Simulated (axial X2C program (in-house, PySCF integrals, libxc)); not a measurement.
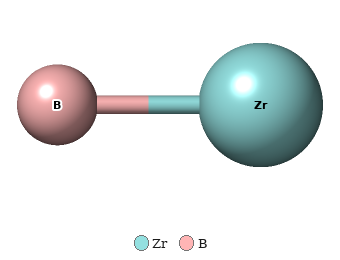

The molecule at the reference distance of 2.207 Å.

## ZrB⁻: relativistic diatomic calculation

ZrB⁻, single determinant with Ω = 4. Computed at this level: PBE0, two-component X2C with atomic mean-field Coulomb and Gaunt terms, Zr dyall-acv3z, B dyall-av3z (cores contracted) (axial X2C program (in-house, PySCF integrals, libxc)).

### Summary

- outcome: converged; a filled level lies above zero
- hardware: 1 thread of Arm Neoverse V2, 24 GiB of memory available, shared host
- wall time: 18 s
- peak memory: 0.6 GiB

### Remarks

The highest filled level (PBE0, up to 0.79 eV) lies above zero. That is common for anions, where the functional's self-interaction leaves the outer electrons unbound; only the finite basis holds them, so such levels depend on it. Caveats: curve is not smooth near the minimum.

### Input
```
{"zs": [40, 5], "q": -1, "bas": ["dyall-acv3z", "dyall-av3z"], "levels": ["PBE0", "HF", "PW91"], "cc": true, "r0": 2.39, "thr": -1.0, "nmax": 90, "npts": 10, "nst": 2, "ntry": 6}
```

The line is the task of a batch: nuclear charges, charge, bases, the levels to run, a first guess of the distance and further settings. This report covers PBE0 with spin-orbit coupling. The log is that of the reference distance 2.207 Å, started from orbitals converged before.

Launched within a batch (the task file carries these settings):
```bash
python <driver script> task.json out
```

### Output
```
two-component X2C + atomic mean field  PBE0
basis functions 228  fitting functions 1075  grid points 5080
iter        total energy     max residual
   1      -3621.353197023     1.15e-05
   2      -3621.353197028     2.04e-05
   3      -3621.353197037     4.35e-06
   4      -3621.353197039     3.28e-06
   5      -3621.353197042     1.49e-06
   6      -3621.353197043     3.19e-07
converged
one-electron -5099.74660060  Coulomb 1550.84431685  exact exchange -29.22155002  xc functional -89.58544580  nuclear repulsion 47.95443688  atomic mean-field constant -1.59835435
```

### The points of the curve

| R (Å) | E (hartree) | dipole (D; origin at the first atom, positive when the second is positive) | highest filled (eV) | lowest empty (eV) |
| --- | --- | --- | --- | --- |
| 1.920 | −3621.315415 | −4.43 | 0.79 | 1.60 |
| 2.008 | −3621.342612 | −0.26 | 0.31 | 1.60 |
| 2.075 | −3621.348958 | −0.77 | 0.26 | 1.60 |
| 2.141 | −3621.352286 | −1.25 | 0.21 | 1.61 |
| 2.207 | −3621.353197 | −1.70 | 0.15 | 1.62 |
| 2.284 | −3621.351877 | −2.20 | 0.09 | 1.62 |
| 2.361 | −3621.348615 | −2.66 | 0.04 | 1.63 |
| 2.461 | −3621.342421 | −3.20 | −0.03 | 1.63 |
| 2.582 | −3621.332936 | −3.79 | −0.11 | 1.63 |
| 2.759 | −3621.317463 | −4.53 | −0.20 | 1.64 |

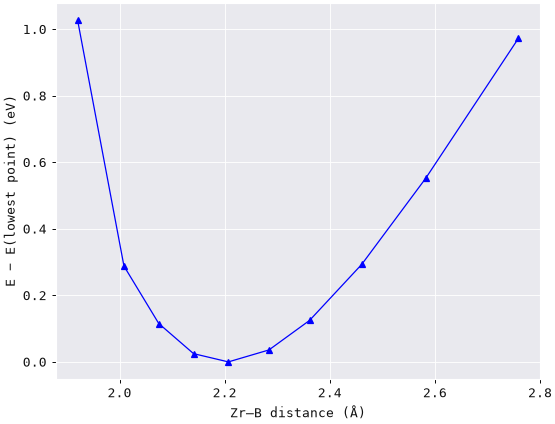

Energy at 10 bond lengths, for one set of occupations held fixed; the line joins the points. The lowest point is at 2.21 Å; the points are too few or too rough near it for spectroscopic constants. The lowest point lies 3.55 eV below Zr⁻ + B.

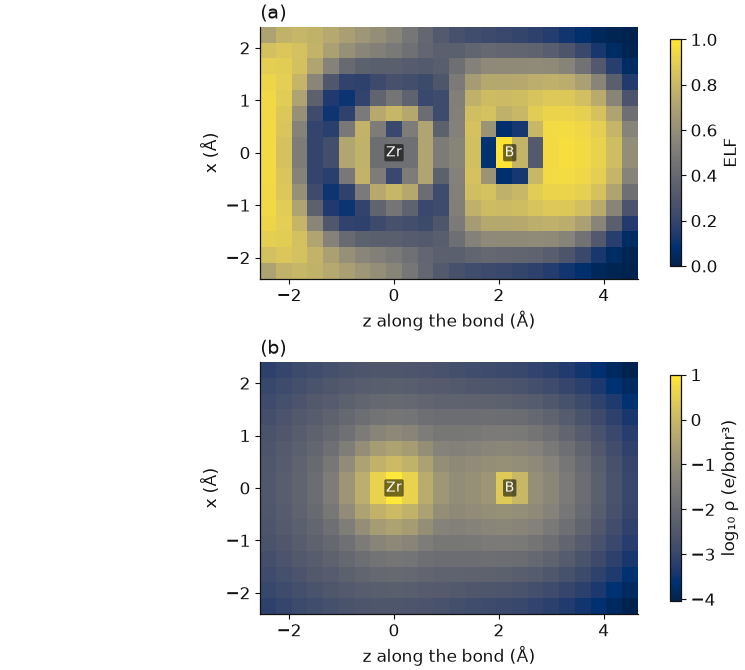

(a) electron localisation function; (b) electron density on a logarithmic scale, in a plane that holds the axis, at 2.21 Å, on points 0.3 Å apart (one half computed, the other mirrored); the structure near the nuclei is finer than these points.

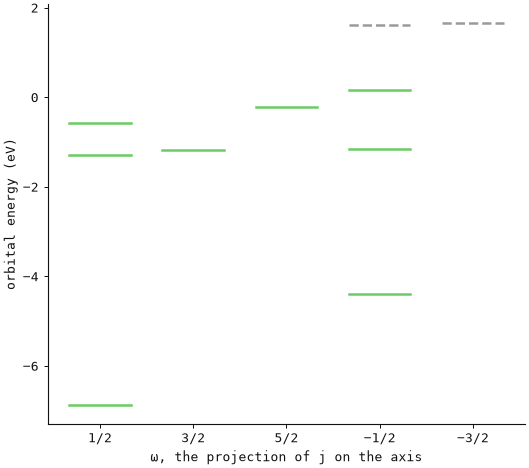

Orbital energies near the frontier at 2.21 Å, filled (solid) and empty (dashed). The highest filled spinor (−1/2; 44 % Zr s, 33 % Zr p) lies at 0.15 eV, the lowest empty one (−1/2; 92 % Zr p, 5 % Zr s) at 1.62 eV. A filled level above zero is held only by the finite basis .
